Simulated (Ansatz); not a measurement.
These are PBE (plane waves to 420 eV, PAW; Ansatz, a quantum-chemistry and plane-wave program) values and carry that method's errors.

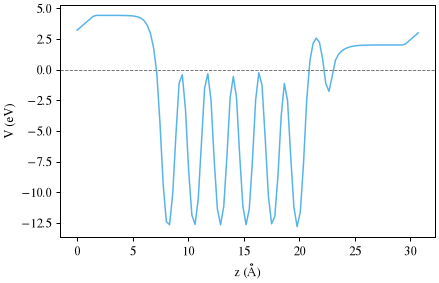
Fig. 1. Planar average of the electrostatic potential across the slab, in eV from the Fermi level, for a constructed model of the (0001) surface of hcp Ti, (√3x√3)R30° layer of Na, one a cell, on the site that continues the host's stacking (bottom of the slab: a bare face, its two planes held)

Model: 19-atom slab, 14.6 Å thick at the start, 9x9x1 mesh, Fermi-Dirac 0.1 eV, dipole correction, 6 atoms held, the rest relaxed; symmetry of the start imposed; no spin, no spin-orbit, no U. It is one candidate, not shown to be the stable structure of the face.

Question: The surface cell has an area of 22.44 Å². What dipole along the normal does the step between the two vacuum levels imply?

Answer: the top vacuum level lies 2.41 eV below the bottom one; p = −ε₀ A ΔV (ε₀ = 0.005526 e/(V·Å)) gives 0.30 e·Å a cell.
